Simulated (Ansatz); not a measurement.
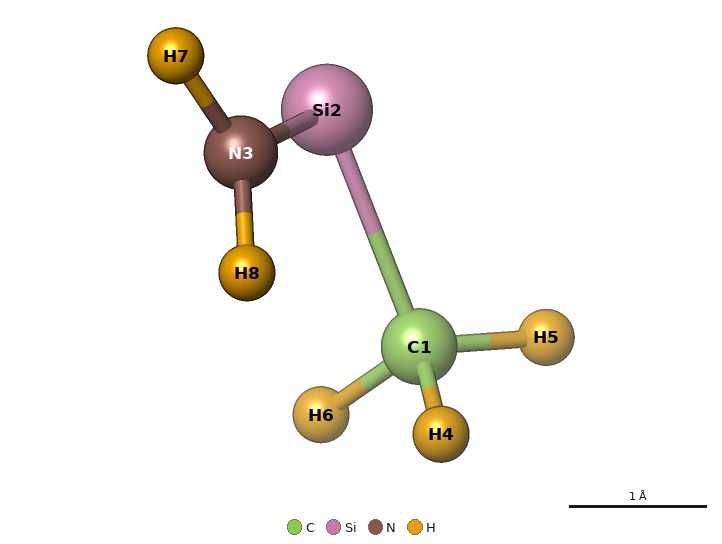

Simulated data, not a measurement (program: Ansatz).

Orthographic view. Depth is shown by fading: the farther an atom, the more it takes the colour of the background. Geometry: moved along internal coordinates away from the minimum.

Write a Z-matrix (Å, degrees) in the order of the atom numbers, with these reference atoms: 2 to 1; 3 to 2, 1; 4 to 1, 2, 3; 5 to 1, 4, 2; 6 to 1, 5, 4; 7 to 3, 2, 1; 8 to 3, 7, 2.

```
C  
Si   1   1.904
N    2   1.709   1    98.7
H    1   1.094   2   115.0   3   -19.7
H    1   1.090   4   108.8   2   124.8
H    1   1.098   5   106.1   4  -116.0
H    3   1.008   2   121.7   1  -178.3
H    3   1.010   7   112.1   2  -179.7
```
